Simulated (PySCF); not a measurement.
**C3H5FS: NMR shifts, electronic excitations and K edges in gas and solvents**

Aim: compute the NMR shifts, electronic excitations and K edges of C3H5FS (`CS/C=C\F`), and see what a dielectric continuum does where one was used.

Computed with PySCF 2.14.0, with density-fitted response routines of our own, on a single molecule, in the gas phase or a continuum. Atoms count from 0, in the outputs and in this text.

## 1. Starting geometry

10 atoms, charge 0, multiplicity 1; geometry from: GFN2-xTB. The atoms were then displaced at random by about 0.01 Å, so the start is not that level's minimum.

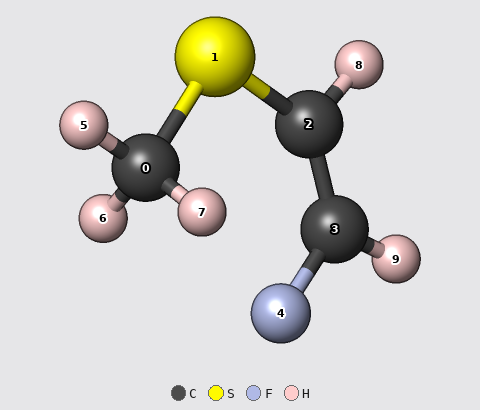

The starting geometry (carbon dark grey, sulfur yellow, fluorine light blue, hydrogen pink), atoms numbered; sticks join atoms by distance.

## 2. Optimising the geometry at PBE0-D3(BJ)/def2-SVP

What the job is given:

```
{"job": {"xc": "PBE0", "basis": "def2-SVP", "d3": "d3bj", "grid": 1, "shake": 0.01, "kind": "geom"}, "charge": 0, "multiplicity": 1}
C     -1.597960     0.124630    -0.077000
S     -0.403110     1.425680     0.329140
C      1.120820     0.612190     0.228240
C      1.497160    -0.634120    -0.062580
F      0.584000    -1.617730    -0.383940
H     -2.591860     0.639400    -0.023780
H     -1.433660    -0.215790    -1.087730
H     -1.544150    -0.654730     0.632560
H      1.941410     1.301360     0.488810
H      2.477800    -1.001820    -0.064770
```

Started as:

```console
> OMP_NUM_THREADS=1 python probes_run.py task.json out
```

The driver reads the jobs from task.json and runs them one after another.

Output:

```text
step   0  E = -614.66263158  max force = 0.056822
step   1  E = -614.66692910  max force = 0.013159
step   2  E = -614.66738522  max force = 0.003719
step   3  E = -614.66709867  max force = 0.005521
step   4  E = -614.66749650  max force = 0.002716
step   5  E = -614.66755170  max force = 0.002711
step   6  E = -614.66758284  max force = 0.002307
step   7  E = -614.66764074  max force = 0.001001
step   8  E = -614.66765304  max force = 0.000222
optimisation converged
```

Wall time 27 s (1 thread of Arm Neoverse V1, shared host); peak memory 0.41 GiB.

Along the way: (the energy doesn't fall at every step)

```csv
step,energy from step 0 (eV),largest force component (eV/Å)
0,0.0000,2.9219
1,-0.1169,0.6767
2,-0.1294,0.1912
3,-0.1216,0.2839
4,-0.1324,0.1397
5,-0.1339,0.1394
6,-0.1347,0.1186
7,-0.1363,0.0515
8,-0.1366,0.0114
```

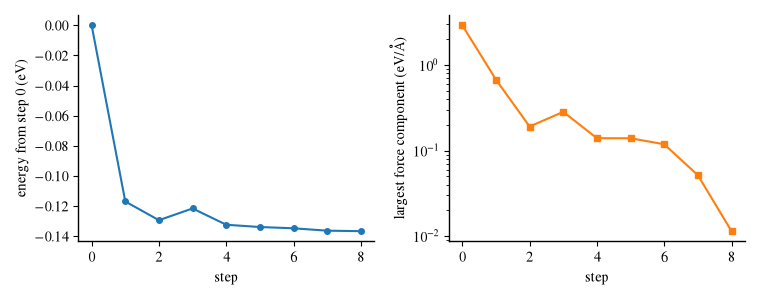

Energy and largest force along the relaxation.

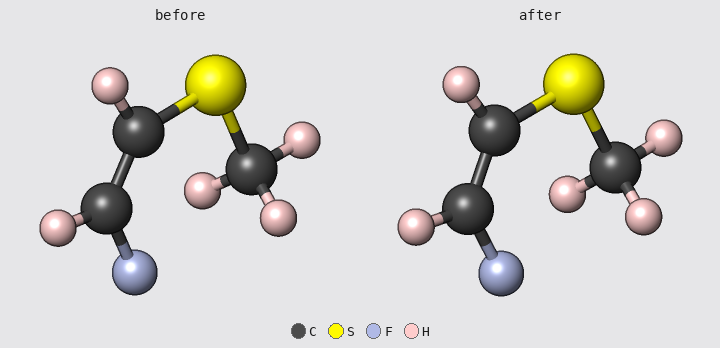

Before and after, at one scale.

Close pairs (by a distance rule), those that changed most:

```csv
bond,before (Å),after (Å),change (Å)
C3–H9,1.047,1.093,+0.045
C3–F4,1.380,1.336,-0.044
C0–H7,1.055,1.098,+0.042
C0–H5,1.121,1.099,-0.022
C0–H6,1.079,1.097,+0.018
S1–C2,1.730,1.742,+0.012
C2–H8,1.103,1.094,-0.009
C0–S1,1.813,1.806,-0.007
```

The end geometry stands in the next job.

```csv
at the end point,value
"rotational constants (GHz, main isotopes)","6.820, 3.022, 2.124"
dipole moment (D),0.40
```

## 3. NMR shieldings: PBE0/pcSseg-1 in chloroform

What the job is given:

```
{"job": {"kind": "nmr", "xc": "PBE0", "basis": "pcSseg-1", "solvent": "chloroform", "pop": true}, "charge": 0, "multiplicity": 1}
C     -1.615529     0.167997    -0.111749
S     -0.399020     1.409127     0.378441
C      1.132569     0.581233     0.315380
C      1.486044    -0.644828    -0.075685
F      0.632106    -1.560712    -0.540981
H     -2.587253     0.675187    -0.037116
H     -1.459555    -0.168709    -1.144211
H     -1.604294    -0.693675     0.567975
H      1.947641     1.219208     0.669004
H      2.517521    -1.004089    -0.042330
```

Method: GIAO PBE0/pcSseg-1 NMR shielding, non-relativistic, IEF-PCM chloroform.

Output:

```text
coarse grid: 9072 points
cycle   1  E = -614.8449028688  dE =  5.011e-01  |g| = 4.031e-01  |ddm| = 2.862e+00
cycle   2  E = -614.8338517762  dE =  1.105e-02  |g| = 5.017e-01  |ddm| = 5.711e-01
cycle   3  E = -614.8733880835  dE = -3.954e-02  |g| = 5.350e-02  |ddm| = 3.230e-01
cycle   4  E = -614.8738963620  dE = -5.083e-04  |g| = 1.599e-02  |ddm| = 4.225e-02
cycle   5  E = -614.8739524374  dE = -5.608e-05  |g| = 5.660e-03  |ddm| = 1.708e-02
cycle   6  E = -614.8739601165  dE = -7.679e-06  |g| = 1.385e-03  |ddm| = 6.778e-03
final grid: 83840 points
cycle   7  E = -614.9127787768  dE = -1.837e-05  |g| = 8.269e-03  |ddm| = 2.080e-02
cycle   8  E = -614.9127673214  dE =  1.146e-05  |g| = 1.087e-02  |ddm| = 1.542e-02
cycle   9  E = -614.9127950268  dE = -2.771e-05  |g| = 8.070e-04  |ddm| = 8.899e-03
cycle  10  E = -614.9127951519  dE = -1.251e-07  |g| = 2.064e-04  |ddm| = 6.066e-04
cycle  11  E = -614.9127951613  dE = -9.444e-09  |g| = 7.201e-05  |ddm| = 1.986e-04
cycle  12  E = -614.9127951622  dE = -8.991e-10  |g| = 2.312e-05  |ddm| = 6.267e-05
converged SCF energy = -614.9127951622

GIAO shielding tensors (ppm)
atom      isotropic    diamagn.    paramagn.     s11        s22        s33       span
  0 C      165.646     250.701     -85.054    152.901    162.678    181.360     28.459
  1 S      516.768    1055.841    -539.073    386.787    467.388    696.129    309.342
  2 C       73.414     260.542    -187.128    -23.972     96.899    147.314    171.285
  3 C       29.649     245.565    -215.916    -63.047     75.335     76.658    139.705
  4 F      322.764     476.243    -153.480    236.379    284.964    446.949    210.570
  5 H       29.341      28.282       1.059     24.377     26.420     37.227     12.850
  6 H       28.388      30.105      -1.717     23.980     26.523     34.662     10.682
  7 H       28.482      30.147      -1.665     24.272     26.466     34.708     10.435
  8 H       26.466      29.315      -2.849     23.259     25.650     30.488      7.229
  9 H       24.182      27.447      -3.264     21.360     23.989     27.198      5.837
```

Wall time 7.9 s (1 thread of Arm Neoverse V1, shared host); peak memory 0.59 GiB.

Shifts follow as δ = σ(reference) − σ, with reference shieldings (ppm) from runs at the same level and on the same kind of geometry: 1H TMS 31.25, 13C TMS 185.2, 19F CFCl3 179.6, 33S CS2 495. The references are single molecules in the same continuum, so shifts against H2O, NH3, PH3, H3PO4 or CFCl3 are not on the usual liquid scales and can be off by tens of ppm. Atoms listed in one row are averaged.

```csv
atoms,environment,σ (ppm),δ (ppm)
C3,alkene CH,29.6,155.5
C2,alkene CH,73.4,111.8
C0,methyl carbon bonded to S,165.6,19.5
H9,hydrogen on an alkene CH,24.18,7.06
H8,hydrogen on an alkene CH,26.47,4.78
"H5, H6, H7",hydrogen on a methyl carbon bonded to S,28.74,2.51
S1,sulfide sulfur,517,-21
F4,vinylic fluorine,322.8,-143.1
```

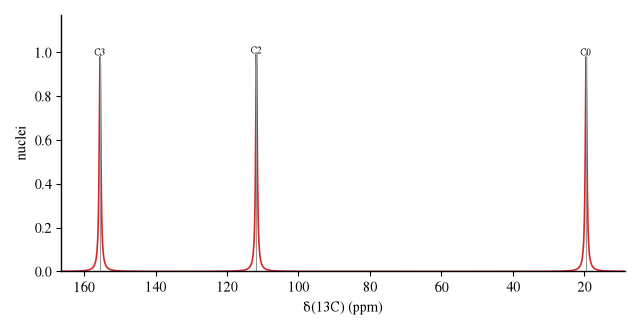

13C lines at the computed shifts, without couplings. Lines are broadened to a width of 0.54 ppm (Lorentzian).

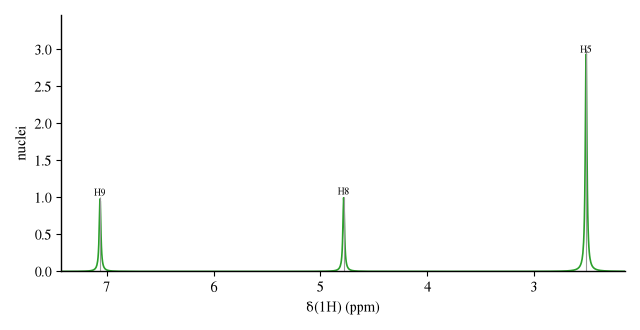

1H lines at the computed shifts, without couplings. Lines are broadened to a width of 0.02 ppm (Lorentzian).

Charges from the same density, by scheme (e):

```csv
atoms,Mulliken,IAO,Hirshfeld,ESP fit
C0,-0.40,-0.51,-0.12,-0.45
S1,0.01,0.17,0.01,-0.08
C2,-0.38,-0.34,-0.10,-0.37
C3,0.23,0.09,0.02,0.13
F4,-0.28,-0.28,-0.08,-0.15
```

ESP fit charges:

```csv
atom,value (e)
C0,-0.45
S1,-0.08
C2,-0.37
C3,0.13
F4,-0.15
H5,0.20
H6,0.19
H7,0.19
H8,0.24
H9,0.11
```

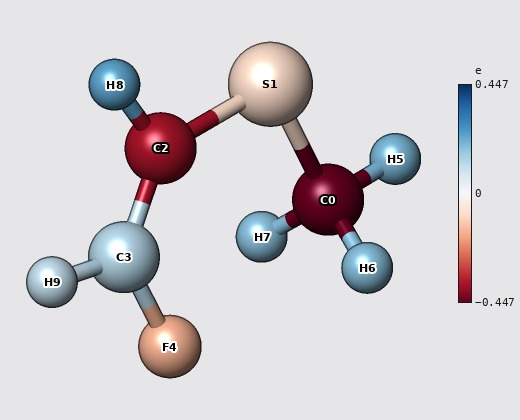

ESP fit charges, as colours on the atoms.

Mayer bond orders: C0–S1 0.99, S1–C2 1.06, C2–C3 1.80, C3–F4 0.94.

## 4. NMR shieldings: PBE0/pcSseg-1 in dichloromethane

The job, as its differences from that of step 3:

```diff
@@ -1,2 +1,2 @@
-{"job": {"kind": "nmr", "xc": "PBE0", "basis": "pcSseg-1", "solvent": "chloroform", "pop": true}, "charge": 0, "multiplicity": 1}
+{"job": {"kind": "nmr", "xc": "PBE0", "basis": "pcSseg-1", "solvent": "dichloromethane", "pop": false}, "charge": 0, "multiplicity": 1}
 C     -1.615529     0.167997    -0.111749
```

Level: GIAO PBE0/pcSseg-1 NMR shielding, non-relativistic, IEF-PCM dichloromethane.

Output:

```text
coarse grid: 9072 points
cycle   1  E = -614.8459971025  dE =  5.000e-01  |g| = 4.021e-01  |ddm| = 2.862e+00
cycle   2  E = -614.8353836376  dE =  1.061e-02  |g| = 4.981e-01  |ddm| = 5.650e-01
cycle   3  E = -614.8742325302  dE = -3.885e-02  |g| = 5.306e-02  |ddm| = 3.180e-01
cycle   4  E = -614.8747305677  dE = -4.980e-04  |g| = 1.563e-02  |ddm| = 4.150e-02
cycle   5  E = -614.8747840247  dE = -5.346e-05  |g| = 5.513e-03  |ddm| = 1.641e-02
cycle   6  E = -614.8747913392  dE = -7.315e-06  |g| = 1.241e-03  |ddm| = 6.381e-03
final grid: 83840 points
cycle   7  E = -614.9136044317  dE = -1.853e-05  |g| = 8.269e-03  |ddm| = 2.073e-02
cycle   8  E = -614.9135937518  dE =  1.068e-05  |g| = 1.077e-02  |ddm| = 1.514e-02
cycle   9  E = -614.9136206282  dE = -2.688e-05  |g| = 7.601e-04  |ddm| = 8.586e-03
cycle  10  E = -614.9136207303  dE = -1.021e-07  |g| = 1.935e-04  |ddm| = 5.489e-04
cycle  11  E = -614.9136207381  dE = -7.768e-09  |g| = 6.118e-05  |ddm| = 1.754e-04
cycle  12  E = -614.9136207387  dE = -6.773e-10  |g| = 2.325e-05  |ddm| = 5.732e-05
converged SCF energy = -614.9136207387

GIAO shielding tensors (ppm)
atom      isotropic    diamagn.    paramagn.     s11        s22        s33       span
  0 C      165.726     250.721     -84.994    152.902    162.740    181.538     28.636
  1 S      518.520    1055.887    -537.367    389.359    467.968    698.233    308.874
  2 C       73.670     260.565    -186.894    -23.437     96.897    147.551    170.987
  3 C       29.363     245.588    -216.225    -63.416     75.104     76.401    139.818
  4 F      322.890     476.295    -153.405    236.053    284.781    447.835    211.782
  5 H       29.300      28.232       1.068     24.317     26.364     37.218     12.901
  6 H       28.383      30.084      -1.701     23.975     26.507     34.666     10.690
  7 H       28.474      30.123      -1.649     24.264     26.448     34.711     10.447
  8 H       26.421      29.261      -2.841     23.185     25.595     30.481      7.296
  9 H       24.139      27.382      -3.243     21.308     23.954     27.155      5.848
```

It took 6.4 s on 1 thread of Arm Neoverse V1, shared host; peak memory 0.6 GiB.

In short: δ C3 156.0, C2 111.6, C0 19.6, S1 -23, H9 7.10, H8 4.82 ppm.

## 5. Excited states and response: CAM-B3LYP/def2-SVPD

The job, as its differences from that of step 4:

```diff
@@ -1,2 +1,2 @@
-{"job": {"kind": "nmr", "xc": "PBE0", "basis": "pcSseg-1", "solvent": "dichloromethane", "pop": false}, "charge": 0, "multiplicity": 1}
+{"job": {"kind": "uv", "xc": "CAM-B3LYP", "basis": "def2-SVPD", "dynamic": true, "nstates": 6, "ntriplets": 0}, "charge": 0, "multiplicity": 1}
 C     -1.615529     0.167997    -0.111749
```

With the program's defaults for keys left out, this is: TDDFT CAM-B3LYP/def2-SVPD, vertical, gas phase, core orbitals frozen in the response.

Output:

```text
coarse grid: 9072 points
cycle   1  E = -614.8640475652  dE =  5.419e-01  |g| = 4.089e-01  |ddm| = 4.117e+00
cycle   2  E = -614.8639011133  dE =  1.465e-04  |g| = 4.662e-01  |ddm| = 9.511e-01
cycle   3  E = -614.8992015363  dE = -3.530e-02  |g| = 4.577e-02  |ddm| = 3.736e-01
cycle   4  E = -614.8995947525  dE = -3.932e-04  |g| = 1.240e-02  |ddm| = 6.177e-02
cycle   5  E = -614.8996202525  dE = -2.550e-05  |g| = 8.732e-03  |ddm| = 3.061e-02
cycle   6  E = -614.8996387094  dE = -1.846e-05  |g| = 7.929e-04  |ddm| = 1.016e-02
cycle   7  E = -614.8996389367  dE = -2.273e-07  |g| = 4.654e-04  |ddm| = 2.673e-03
final grid: 83840 points
cycle   8  E = -614.9718828366  dE = -1.920e-05  |g| = 3.762e-03  |ddm| = 4.711e-02
cycle   9  E = -614.9718821028  dE =  7.339e-07  |g| = 4.498e-03  |ddm| = 9.155e-03
cycle  10  E = -614.9718856470  dE = -3.544e-06  |g| = 3.018e-04  |ddm| = 3.672e-03
cycle  11  E = -614.9718856626  dE = -1.556e-08  |g| = 1.489e-04  |ddm| = 5.047e-04
cycle  12  E = -614.9718856680  dE = -5.385e-09  |g| = 3.161e-05  |ddm| = 2.897e-04
cycle  13  E = -614.9718856683  dE = -2.922e-10  |g| = 1.196e-05  |ddm| = 7.231e-05
converged SCF energy = -614.9718856683

Static polarisability (au): isotropic 60.075, principal 43.928 60.872 75.427

Singlet excitations
state   eV       nm        f      main configurations
  1   5.3693    230.9   0.00211   H->L 0.79, H->L+8 0.09
  2   5.7427    215.9   0.00820   H->L+1 0.45, H->L+2 0.34, H->L 0.10
  3   6.0371    205.4   0.29151   H->L+2 0.48, H->L+1 0.46
  4   6.4930    191.0   0.01133   H->L+3 0.70, H->L+6 0.15
  5   6.7225    184.4   0.02019   H->L+5 0.67
  6   6.8518    181.0   0.00891   H->L+6 0.60, H->L+3 0.23, H->L+4 0.08
```

Wall time 15 s (1 thread of Arm Neoverse V1, shared host); peak memory 0.7 GiB.

The orbitals next to the gap, with their largest atomic shares:

```csv
orbital,eV,atoms
HOMO−3,-12.06,"C0 25 %, S1 19 %, C2 18 %"
HOMO−2,-10.69,"S1 54 %, C0 16 %, C2 11 %"
HOMO−1,-10.42,"C2 32 %, S1 28 %, C3 16 %"
HOMO,-7.49,"S1 46 %, C3 19 %, C2 17 %"
LUMO,1.08,"S1 34 %, C3 16 %, C0 12 %"
LUMO+1,1.32,"S1 31 %, C3 24 %, C2 22 %"
LUMO+2,1.41,"S1 49 %, C2 14 %, C3 13 %"
```

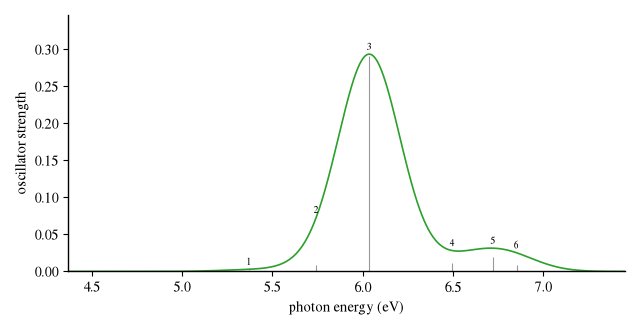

Absorption spectrum from the 6 singlet states computed; above the last one it falls off for lack of states. Lines are broadened to a width of 0.40 eV (Gaussian).

Further results of this job:

```csv
property,computed
dipole moment (D),0.33
polarisability (Å³),8.90
HOMO–LUMO gap (eV),8.57
−ε(HOMO) (eV),7.49
C6 with itself (au),1405
```

## 6. TDDFT and polarisability: CAM-B3LYP/def2-SVPD in chloroform

The job, as its differences from that of step 5:

```diff
@@ -1,2 +1,2 @@
-{"job": {"kind": "uv", "xc": "CAM-B3LYP", "basis": "def2-SVPD", "dynamic": true, "nstates": 6, "ntriplets": 0}, "charge": 0, "multiplicity": 1}
+{"job": {"kind": "uv", "xc": "CAM-B3LYP", "basis": "def2-SVPD", "solvent": "chloroform", "nstates": 6, "ntriplets": 0}, "charge": 0, "multiplicity": 1}
 C     -1.615529     0.167997    -0.111749
```

Method: TDDFT CAM-B3LYP/def2-SVPD, vertical, IEF-PCM chloroform (non-equilibrium linear response), core orbitals frozen in the response.

Output:

```text
coarse grid: 9072 points
cycle   1  E = -614.8701748627  dE =  5.361e-01  |g| = 4.010e-01  |ddm| = 4.116e+00
cycle   2  E = -614.8717041668  dE = -1.529e-03  |g| = 4.461e-01  |ddm| = 8.756e-01
cycle   3  E = -614.9033588774  dE = -3.165e-02  |g| = 4.567e-02  |ddm| = 3.503e-01
cycle   4  E = -614.9037446610  dE = -3.858e-04  |g| = 1.283e-02  |ddm| = 6.229e-02
cycle   5  E = -614.9037754466  dE = -3.079e-05  |g| = 7.850e-03  |ddm| = 2.956e-02
cycle   6  E = -614.9037902382  dE = -1.479e-05  |g| = 8.077e-04  |ddm| = 9.184e-03
cycle   7  E = -614.9037904712  dE = -2.330e-07  |g| = 4.624e-04  |ddm| = 2.773e-03
final grid: 83840 points
cycle   8  E = -614.9760128647  dE = -1.935e-05  |g| = 3.673e-03  |ddm| = 4.728e-02
cycle   9  E = -614.9760122534  dE =  6.113e-07  |g| = 4.349e-03  |ddm| = 9.068e-03
cycle  10  E = -614.9760155298  dE = -3.276e-06  |g| = 2.854e-04  |ddm| = 3.468e-03
cycle  11  E = -614.9760155439  dE = -1.410e-08  |g| = 1.435e-04  |ddm| = 4.956e-04
cycle  12  E = -614.9760155490  dE = -5.114e-09  |g| = 2.523e-05  |ddm| = 2.731e-04
cycle  13  E = -614.9760155492  dE = -1.899e-10  |g| = 9.686e-06  |ddm| = 5.980e-05
converged SCF energy = -614.9760155492

Static polarisability (au): isotropic 74.925, principal 54.961 75.430 94.385

Singlet excitations
state   eV       nm        f      main configurations
  1   5.4089    229.2   0.00407   H->L 0.79
  2   5.7708    214.8   0.02746   H->L+1 0.44, H->L+2 0.34, H->L 0.12
  3   5.9577    208.1   0.36337   H->L+1 0.48, H->L+2 0.46
  4   6.5244    190.0   0.00955   H->L+3 0.75, H->L+5 0.10
  5   6.7998    182.3   0.04702   H->L+5 0.67, H->L+3 0.14
  6   6.9563    178.2   0.00690   H->L+6 0.52, H->L+4 0.34
```

It took 12 s on 1 thread of Arm Neoverse V1, shared host; peak memory 0.7 GiB.

In short: HOMO -7.48 eV, LUMO 1.15 eV; lowest singlet 5.41 eV.

## 7. Excited states and response: CAM-B3LYP/def2-SVPD in dichloromethane

The job, as its differences from that of step 6:

```diff
@@ -1,2 +1,2 @@
-{"job": {"kind": "uv", "xc": "CAM-B3LYP", "basis": "def2-SVPD", "solvent": "chloroform", "nstates": 6, "ntriplets": 0}, "charge": 0, "multiplicity": 1}
+{"job": {"kind": "uv", "xc": "CAM-B3LYP", "basis": "def2-SVPD", "solvent": "dichloromethane", "nstates": 6, "ntriplets": 0}, "charge": 0, "multiplicity": 1}
 C     -1.615529     0.167997    -0.111749
```

With the program's defaults for keys left out, this is: TDDFT CAM-B3LYP/def2-SVPD, vertical, IEF-PCM dichloromethane (non-equilibrium linear response), core orbitals frozen in the response.

Output:

```text
coarse grid: 9072 points
cycle   1  E = -614.8712606038  dE =  5.350e-01  |g| = 3.999e-01  |ddm| = 4.116e+00
cycle   2  E = -614.8730471261  dE = -1.787e-03  |g| = 4.430e-01  |ddm| = 8.680e-01
cycle   3  E = -614.9041771781  dE = -3.113e-02  |g| = 4.573e-02  |ddm| = 3.478e-01
cycle   4  E = -614.9045643229  dE = -3.871e-04  |g| = 1.284e-02  |ddm| = 6.313e-02
cycle   5  E = -614.9045956867  dE = -3.136e-05  |g| = 7.719e-03  |ddm| = 2.956e-02
cycle   6  E = -614.9046099980  dE = -1.431e-05  |g| = 8.053e-04  |ddm| = 9.086e-03
cycle   7  E = -614.9046102328  dE = -2.349e-07  |g| = 4.586e-04  |ddm| = 2.793e-03
final grid: 83840 points
cycle   8  E = -614.9768282732  dE = -1.938e-05  |g| = 3.663e-03  |ddm| = 4.731e-02
cycle   9  E = -614.9768276826  dE =  5.905e-07  |g| = 4.330e-03  |ddm| = 9.066e-03
cycle  10  E = -614.9768309255  dE = -3.243e-06  |g| = 2.846e-04  |ddm| = 3.440e-03
cycle  11  E = -614.9768309396  dE = -1.414e-08  |g| = 1.428e-04  |ddm| = 4.971e-04
cycle  12  E = -614.9768309447  dE = -5.103e-09  |g| = 2.463e-05  |ddm| = 2.742e-04
cycle  13  E = -614.9768309449  dE = -1.828e-10  |g| = 9.377e-06  |ddm| = 5.973e-05
converged SCF energy = -614.9768309449

Static polarisability (au): isotropic 78.424, principal 58.105 78.660 98.508

Singlet excitations
state   eV       nm        f      main configurations
  1   5.4210    228.7   0.00400   H->L 0.79
  2   5.7812    214.5   0.02655   H->L+1 0.42, H->L+2 0.35, H->L 0.12
  3   5.9740    207.5   0.36300   H->L+1 0.50, H->L+2 0.44
  4   6.5300    189.9   0.00911   H->L+3 0.75, H->L+5 0.11
  5   6.8169    181.9   0.04915   H->L+5 0.67, H->L+3 0.15
  6   6.9733    177.8   0.01029   H->L+4 0.60, H->L+6 0.30
```

Run time: 12 s. Hardware: 1 thread of Arm Neoverse V1, shared host; peak memory 0.7 GiB.

In short: HOMO -7.49 eV, LUMO 1.15 eV; lowest singlet 5.42 eV.

(Part 1 of 2 ends here.)
